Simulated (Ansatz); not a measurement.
A computed series for Zr: pressure series

The parent structure is Zr in the hcp (Mg type) structure (space group P6_3/mmc, No. 194; a = 3.2460 Å, c = 5.1507 Å).

Cell and atoms are relaxed at each pressure.

All numbers come from Ansatz (a quantum-chemistry and plane-wave program), r2SCAN, PAW, cutoff 500 eV, no SOC.

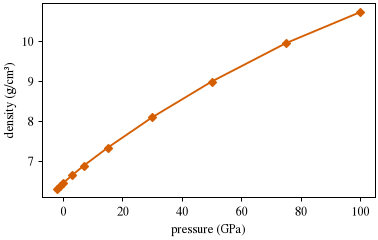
Density against pressure

```json
[
 {"pressure (GPa)": "-2", "density": "6.31 g/cm³"},
 {"pressure (GPa)": "-1", "density": "6.38 g/cm³"},
 {"pressure (GPa)": "3", "density": "6.64 g/cm³"},
 {"pressure (GPa)": "7", "density": "6.89 g/cm³"},
 {"pressure (GPa)": "15", "density": "7.33 g/cm³"},
 {"pressure (GPa)": "30", "density": "8.09 g/cm³"},
 {"pressure (GPa)": "50", "density": "8.99 g/cm³"},
 {"pressure (GPa)": "75", "density": "9.95 g/cm³"},
 {"pressure (GPa)": "100", "density": "10.73 g/cm³"}
]
```

Load acts through the strain it causes; cell and atoms are relaxed under it. No phonon test of stability was made. All final runs are without spin polarisation. Measured, Zr leaves this structure (for the ω phase) near 3 GPa (temperature not stated; as listed in C. Cazorla, D. Alfè, M. J. Gillan, Physical Review B (2008)).
